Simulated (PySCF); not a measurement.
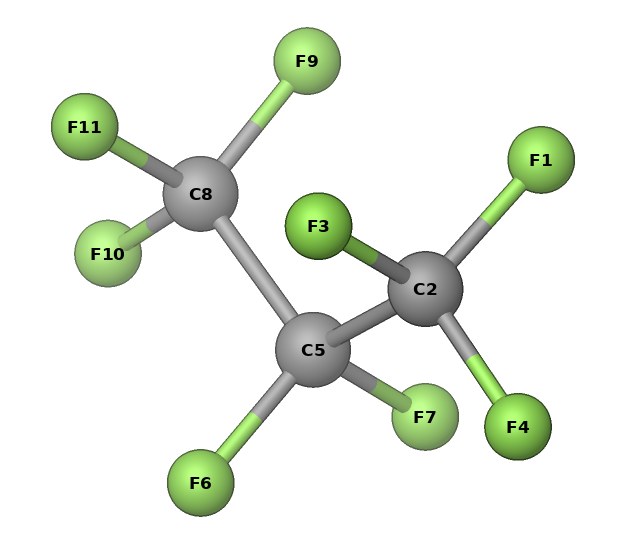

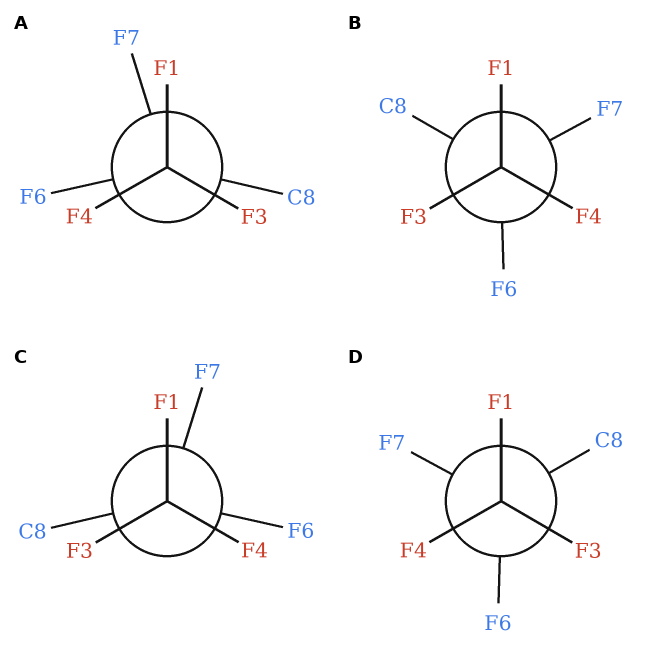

Depth is shown by fading: the farther an atom, the more it takes the colour of the background. Bonds that would overlap in a projection are set slightly apart. Computed geometry: GFN2-xTB optimisation. No frequency run is at hand to confirm it as a minimum.

Q: Which Newman projection shows the view along C2–C5, with C2 in front?

A: B. The torsion angle F1–C2–C5–F6 is 179°, antiperiplanar (anti).
